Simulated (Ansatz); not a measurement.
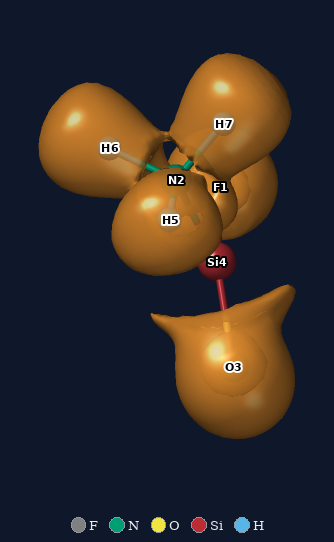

*FH$_{3}$NOSi (SMILES [NH3+][Si](=O)F) (charge +1). Isosurface of the electron localisation function at 0.75 (orange), seen at an oblique angle. Core shells and regions of very low density are left out.*

Geometry: PBE0-D3(BJ)/def2-SVP.

The calculation used isolated molecule in a Gaussian basis; Kohn-Sham density functional theory, functional PBE0 (Ansatz).

Input file:

```
crystal:
  periodic: [false, false, false]
  atoms:
    - {symbol: F, position_ang: [1.810073, -2.008958, 1.968612]}
    - {symbol: "N", position_ang: [0.037437, -1.047247, 0.267141]}
    - {symbol: O, position_ang: [2.798064, -0.436292, -0.284220]}
    - {symbol: Si, position_ang: [1.861063, -1.141138, 0.658191]}
    - {symbol: H, position_ang: [-0.100605, -0.492664, -0.592477]}
    - {symbol: H, position_ang: [-0.516111, -0.601921, 1.016787]}
    - {symbol: H, position_ang: [-0.392647, -1.973363, 0.112116]}
basis:
  gaussian:
    orbitals: def2-TZVPD
total_charge: 1
hamiltonian:
  xc: {name: PBE0}
output: {forces: true, orbitals: {seedname: orbitals}}
```

Run with:

```sh
ansatz run input.yaml --threads 1 --pin off --max-ram 2610MiB --events-out events.jsonl --progress --plain --runs-dir runs
```

Where are the electrons localised?

Answer. The surface consists of one region wrapped around F (its lone pairs, merged into a ring or cap), one region wrapped around O (its lone pairs, merged into a ring or cap) and one joined region spread over several atoms (H, N), in which their bonds and any lone pairs are merged.

Values along the shortest contacts:
Si–O (1.50 Å): the ELF peaks at about 0.80 in the valence shell of O, 0.6 Å from its nucleus, and is about 0.50 at the midpoint. Si–F (1.57 Å): the ELF peaks at about 0.85 in the valence shell of F, 0.6 Å from its nucleus, and is about 0.55 at the midpoint.
